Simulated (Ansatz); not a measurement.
## Electronic structure of Be2As2Pt in real space

```xyz
15
Lattice="3.8389 0.0000 0.0000 -1.9194 3.3246 0.0000 0.0000 0.0000 18.3560" Properties=species:S:1:pos:R:3 pbc="T T T"
Be    0.0000    2.2164    0.9209
Be    0.0000    0.0000    7.0395
Be    1.9195    1.1082   13.1583
Be    0.0000    2.2164    5.1977
Be    0.0000    0.0000   11.3164
Be    1.9195    1.1082   17.4350
As    1.9195    1.1082    1.7339
As    0.0000    2.2164    7.8527
As    0.0000    0.0000   13.9713
As    0.0000    0.0000    4.3847
As    1.9195    1.1082   10.5033
As    0.0000    2.2164   16.6221
Pt    0.0000    0.0000    0.0000
Pt    1.9195    1.1082    6.1186
Pt    0.0000    2.2164   12.2374
```

Space group R-3m; a structure from a database of computed crystals, not necessarily the ambient phase; started from the Bi2Te2S-166 prototype, which need not be the ambient phase.

Level of theory: Ansatz 0.2.0, DFT, r2SCAN+rVV10, plane waves, PAW.

The density is the valence pseudo-density of a PAW calculation; it isn't the true density close to the nuclei.

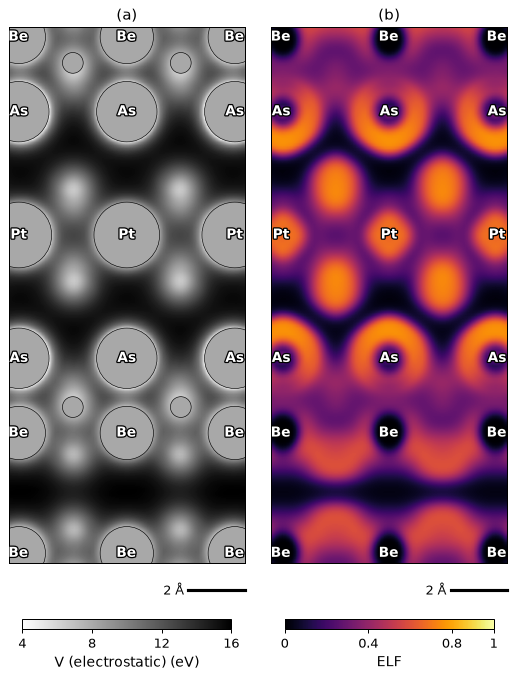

Figure 1. (a) electrostatic potential (local pseudopotential plus Hartree) felt by an electron; (b) ELF on the (100) plane of the conventional cell. Grey discs cover the atomic cores in the potential map.

Read the bonding off the picture.

Answer. Atoms in the plane: Be, As and Pt.
Be–As (2.65 Å): the ELF is about 0.35 at the midpoint.
The features right at Pt lie inside the PAW spheres, where the map follows smoothed inner orbitals and isn't to be read closely.
Outside the cores the potential energy rises away from the atoms and is highest about 2.1 Å from the nearest atoms; its zero is arbitrary.

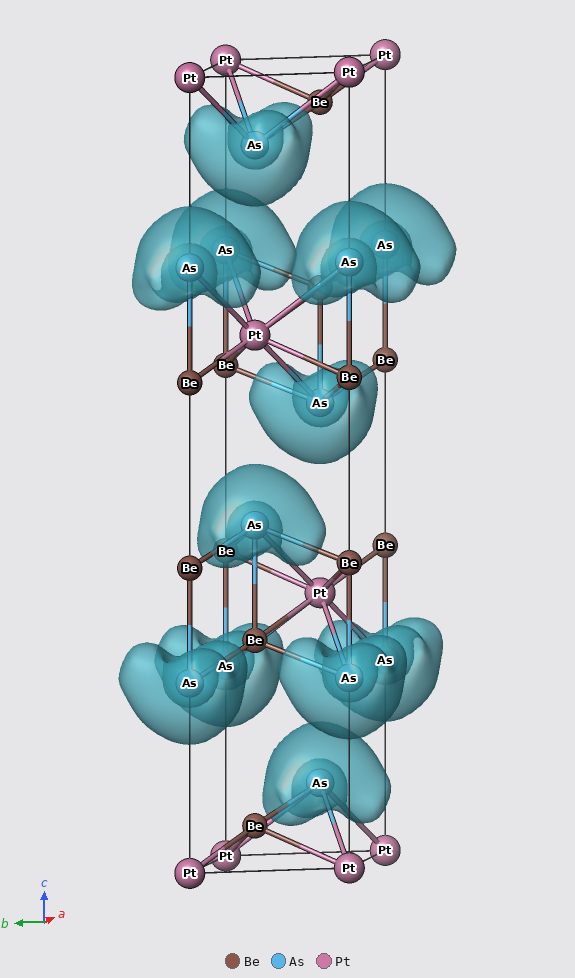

Figure 2. Isosurface of the ELF at 0.55 (cyan), seen at an oblique angle. Only the valence region is drawn (cores and ρ < 0.01 e/Å³ removed). Sticks mark near contacts.

Identify the bonds, lone pairs and shells in this picture.

Answer. The surface consists of six regions wrapped around As (the valence shell of each), counted in one cell of 15 atoms. Any copies at cell faces, edges or corners count once.


Be–As (2.36 Å): the ELF peaks at about 0.75 between the atoms. Be–Pt (2.40 Å): the ELF is about 0.40 at the midpoint.
